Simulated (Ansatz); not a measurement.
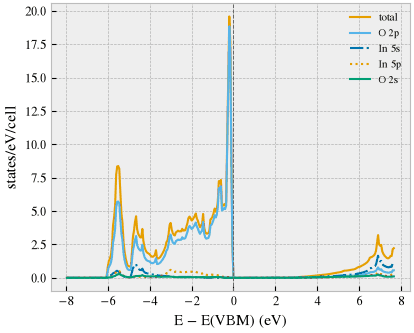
Figure. Total and projected density of states of InHO2 in space group Pnnm (No. 58; In on 2a, H on 2c, O on 4g), DFT-r²SCAN in the program Ansatz with PAW potentials

**Question.** Which orbitals carry the states next to the gap?

**Answer.** Top 1 eV of the valence band: O 2p 94 %. Bottom 1 eV of the conduction band: In 5s 49 %, O 2s 26 %, O 2p 14 %, In 5p 7 %. Projections are on Löwdin-orthogonalised atomic valence shells; empty p or d shells of many metals are not among them.

The workflow started from a Materials Project entry (that database holds measured and hypothetical structures alike); the Crystallography Open Database copy checked does not list it. COD files the formula under space group No. 31, so this cell is another polymorph or a model. Whether it is the stable phase at ambient conditions was not checked. Symmetry was held in the r²SCAN relaxation; whether a distortion lowers the energy is not shown. Spin–orbit coupling is left out wherever it is not named.

Potentials: the later of the program's two PAW sets.
